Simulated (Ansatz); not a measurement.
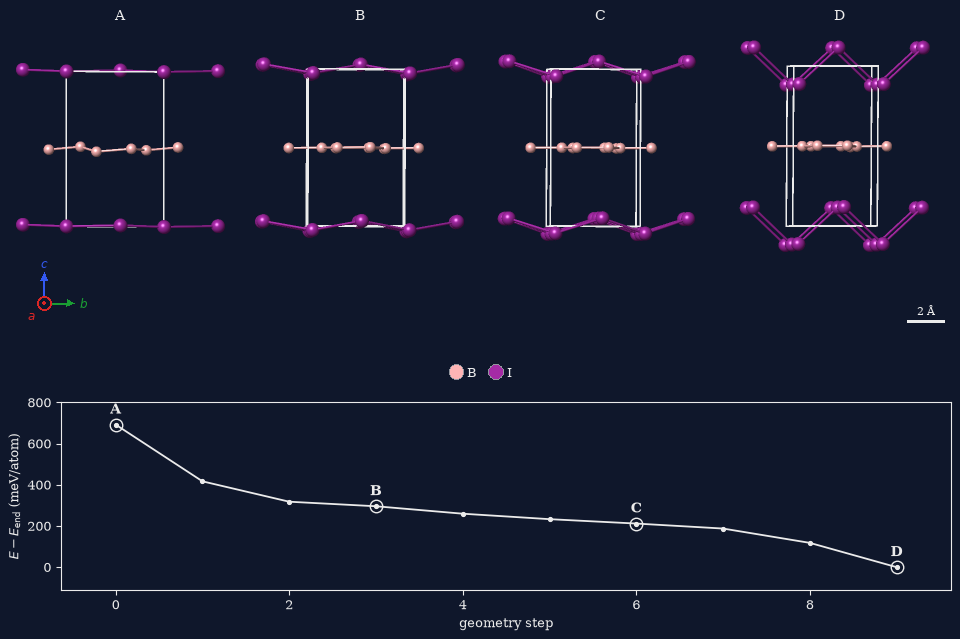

Frames of a relaxation of crystalline B2I (a generated structure, set up in P1) (coarse preliminary run), marked on the history of the run. A ball-and-stick model of the cell of the calculation, seen along the a axis.

Method: Ansatz, DFT PBE, scalar-relativistic, plane waves, PAW.

Input file:
```yaml
crystal:
  lattice:
    - [3.1291621435, 0.0295049457, 0.0056748875]
    - [0.051104065, 5.3260255451, -0.0190487199]
    - [0.0157317225, -0.0304876666, 8.4583286265]
  atoms:
    - { symbol: B, position: [0.8825950723, 0.3090930938, 0.4825541473] }
    - { symbol: B, position: [0.6008305732, 0.8208682464, 0.4937349881] }
    - { symbol: B, position: [0.5333077568, 0.1450084738, 0.5137059823] }
    - { symbol: B, position: [1.0122316991, 0.6667769872, 0.5026703415] }
    - { symbol: I, position: [0.0271271258, 0.0025185722, -0.0005985993] }
    - { symbol: I, position: [0.4439077727, 0.5557346266, 0.00793314] }
basis:
  ecutwfc: 420
kpoints:
  mp_grid: { grid: [8, 4, 4] }
hamiltonian:
  xc: pbe
scf:
  occupations: { method: gaussian, width: 0.2 }
  lower_state_search: "off"
output:
  forces: true
  stress: true
  eigenvalues: true
relax:
  adjacent_minimum: "off"
  f_tol: 0.025
  max_steps: 60
  cell: { stress_tol: 0.25 }
```

Launched with:
```bash
ansatz run input.yaml --threads 1 --pin off --max-ram 2048MiB --backend cpu --events-out ev --progress --plain --runs-dir out
```

What happens along the run?

Answer. The run was cut off at its time limit before the relaxation converged, so the last structure is only a point on the way. The largest move relative to the cell is that of I5, 1.04 Å along [−1 1 −2]. Largest moves by element: I 1.04 Å, B 0.47 Å. The volume changes by −9.8 %, with a 3.129 → 3.230 Å (+3.2 %), b 5.326 → 4.667 Å (−12.4 %), c 8.458 → 8.733 Å (+3.2 %), α 90.4° → 89.6°, β 89.8° → 88.7°, γ 88.9° → 75.0°. Some distances before and after: I5–I6 3.028 → 3.723 Å, I5–I6 (another image) 3.245 → 3.770 Å, I5–I6 (another image) 2.693 → 3.191 Å, B1–B3 2.218 → 1.816 Å. New bonds form: B1–B3 (2.22 → 1.82 Å), B2–B4 (2.03 → 1.68 Å). Bond angles that change, for instance: I6–I5–I6 175.9° → 101.8°, B3–B2–B4 128.1° → 88.5°, B1–B4–B2 109.4° → 89.3°. The space group stays P1 (No. 1). After 9 geometry steps the energy has fallen by 692 meV per atom. Largest force component: 6.1 eV/Å at the start, 1.3 eV/Å at the end. Pressure: 4.77 GPa at the start and −3.15 GPa at the end. The run took 4.4 min on 1 thread of Arm Neoverse V2, on a shared host, peak memory 0.49 GiB. From step 0 to 3: B1 moves most (0.41 Å), volume −2.9 %, energy −397 meV per atom. From step 3 to 6: I5 moves most (0.18 Å), volume −2.5 %, energy −84.0 meV per atom. From step 6 to 9: I atoms move most (0.59 Å), volume −4.7 %, energy −212 meV per atom.

```tsv
step	E − E(0), meV/atom	largest force component, eV/Å	pressure, GPa	volume, Å³/atom
0	0.00	6.0666	4.77	23.492
1	-275.39	2.5513	0.56	23.549
2	-374.43	1.1517	3.20	22.418
3	-396.51	0.8216	1.46	22.803
4	-432.69	1.0071	-0.82	23.196
5	-459.22	1.7357	-1.09	22.982
6	-480.54	1.0338	1.51	22.228
7	-504.80	0.2732	-1.12	22.362
8	-574.35	1.2702	-2.57	21.810
9	-692.40	1.3321	-3.15	21.193
```
